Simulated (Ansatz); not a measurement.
Computed with PBE (plane waves to 420 eV, PAW; Ansatz, a quantum-chemistry and plane-wave program).

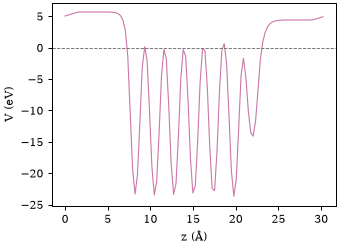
Figure: Electrostatic potential energy of an electron, averaged over planes parallel to the surface, in eV from the Fermi level, for a constructed model of the (111) surface of fcc Pt, a pseudomorphic layer of Ti in the host's stacking (bottom of the slab: a bare face, its two planes held)

Model: 7-atom slab, 14.1 Å thick at the start, 15x15x1 mesh, Fermi-Dirac 0.1 eV, dipole correction, 2 atoms held, the rest relaxed; held to the start's symmetry, so lower structures may exist; no spin, no spin-orbit, no U. It is one candidate, not shown to be the stable structure of the face.

The surface cell has an area of 6.82 Å². What dipole along the normal does the step between the two vacuum levels imply?

the top vacuum level lies 1.27 eV below the bottom one; p = −ε₀ A ΔV (ε₀ = 0.005526 e/(V·Å)) gives 0.05 e·Å a cell.
